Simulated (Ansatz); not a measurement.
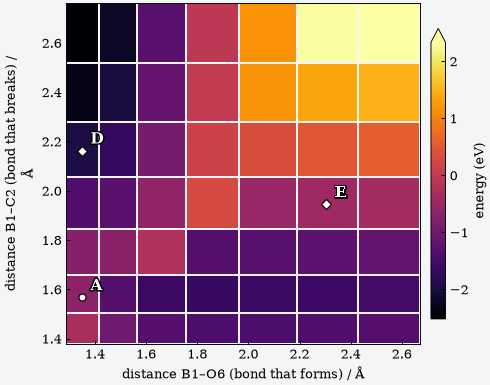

The reacting system CH5BF2O (fragments CH₃BF₂ + H₂O where the first distance is long, BF₂HO + CH₄ where the second is long). The first coordinate is: distance B1–O6 (bond that forms); the second: distance B1–C2 (bond that breaks). Relaxed at each point: all other coordinates. The grid has 7 × 7 points. Points are written as (first, second). All energies are given in eV relative to a guessed transition structure relaxed with its forming and breaking bonds held. Energies and slopes of some neighbouring points disagree (a jump in structure or state, or too coarse a mesh). The reference is spin-restricted, so regions where a bond is pulled apart into radicals lie too high. Theory: RKS r2SCAN0-D4/def2-SVP (Ansatz 0.2.0).

The picture shows one coloured cell a grid point, one colour for all values above the top of the scale, lettered points.

> Is A the lowest point of the computed grid?

No. A lies 1.85 eV above the lowest grid point, which is at (1.350 Å, 2.640 Å).

> Rank the lettered points by energy, lowest first.

D (−1.94 eV), A (−0.67 eV), E (−0.45 eV).
